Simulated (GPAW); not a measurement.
Consider NaHF2 (R-3m).

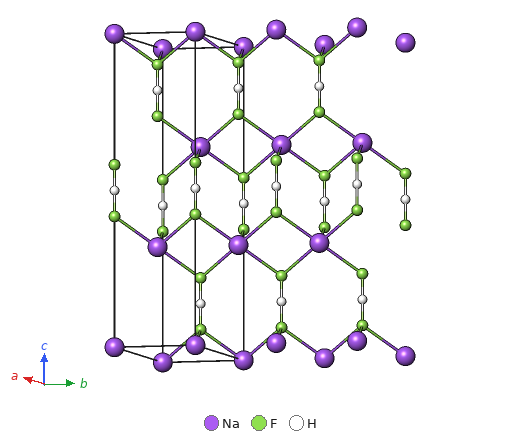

The structure (sodium purple, fluorine green, hydrogen white). Bonds to atoms that aren't drawn are left out. 1×3×1 conventional cells are drawn. Some periodic images of atoms are drawn too.

```xyz
4
Lattice="1.7370 1.0029 4.5833 -1.7370 1.0029 4.5833 0.0000 -2.0057 4.5833" Properties=species:S:1:pos:R:3 pbc="T T T"
Na    0.0000    0.0000    0.0000
F     0.0000    0.0000    8.0080
F     0.0000    0.0000    5.7420
H     0.0000    0.0000    6.8750
```

Absorber: atom 1, with 6 F at 2.32 Å (distorted octahedral, site symmetry -3m). Method: GPAW, LDA, full core hole (charged cell), 16-atom cell with 6.1 Å between holes, 4×4×4 k points, dipole transitions, Gaussian full width 0.9 eV up to 4 eV, rising linearly to 3.5 eV at 25 eV.

**Question.** Where do the maxima of the Na K edge fall?

Main maxima up to 24 eV above the zero (height): 4.7 eV (2.00), 6.7 eV (1.82), 11.3 eV (1.91) and 20.0 eV (0.61). A K edge sees empty p states on the absorber. The total-energy difference plus the lowest empty eigenvalue puts the zero at 1076.53 eV. One term is added: -11.92 eV, since the hole is spin-paired here and a spin-polarised one costs that much less in the free atom (computed apart). The photon energy is then 1064.61 eV. The tabulated edge of the element is 1070.8 eV. The functional and the charged cell's background leave an error in such absolute values: in the free atom LDA prices this hole 5.9 eV below PBE (computed apart), and PBE is itself good to a few eV.

The Na K spectrum (energy from the lowest empty level; intensity scaled to a mean of 1 over the first 20 eV; polarised curves are means over the symmetry-equivalent atoms):

```tsv
E (eV)	isotropic	ε ⊥ c	ε ∥ c
-2.0	0.00	0.00	0.00
-0.5	0.00	0.00	0.00
1.0	0.05	0.03	0.08
2.5	0.54	0.30	1.03
4.0	1.66	1.65	1.69
5.5	1.53	1.78	1.03
7.0	1.78	1.80	1.74
8.5	1.28	1.21	1.40
10.0	1.47	1.58	1.26
11.5	1.90	2.28	1.12
13.0	0.95	0.90	1.07
14.5	0.47	0.38	0.66
16.0	0.41	0.38	0.47
17.5	0.48	0.48	0.46
19.0	0.59	0.61	0.55
20.5	0.61	0.60	0.63
22.0	0.55	0.52	0.62
23.5	0.43	0.38	0.53
25.0	0.34	0.26	0.49
26.5	0.30	0.23	0.46
28.0	0.33	0.25	0.47
29.5	0.38	0.33	0.46
31.0	0.39	0.40	0.38
```

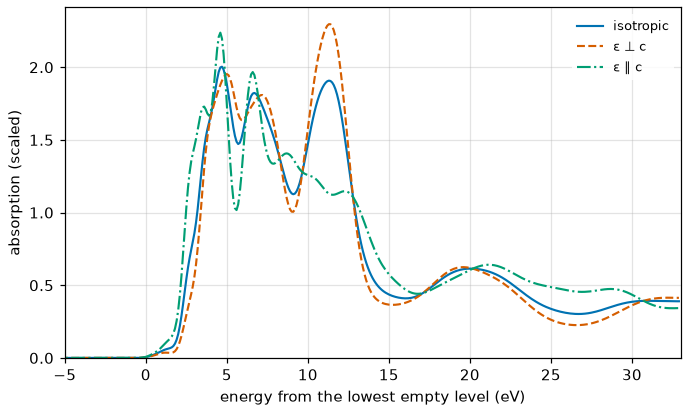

The Na K edge.

The holes are only 6.1 Å apart, so the shape is probably not converged with cell size; no larger cell was run here. The mesh is coarse (0.28 Å⁻¹ between points), so small maxima may be mesh ripples. The structure is a published determination, not relaxed.

[Banner, clock and machine lines of the logs are left out without a mark of their own.]

[Logs are printed without paths, hosts, clocks, repeated set-up lines and the standing remarks that a program may print on its own settings, such as how far it seeks lower states.]

[Hosts, paths, dates, database ids (printed as entryN), source tags and the programs' standing remarks are cut or masked in the printed files.]

[Lists of maxima count a maximum above −3 eV only where it reaches 4 % of the highest in the window and stands out from its surroundings by 2 % of it (1.5 % where it reaches 55 %); shoulders and weaker maxima are passed over, and of the rest the first, up to two pre-edge ones and the few strongest are named.]
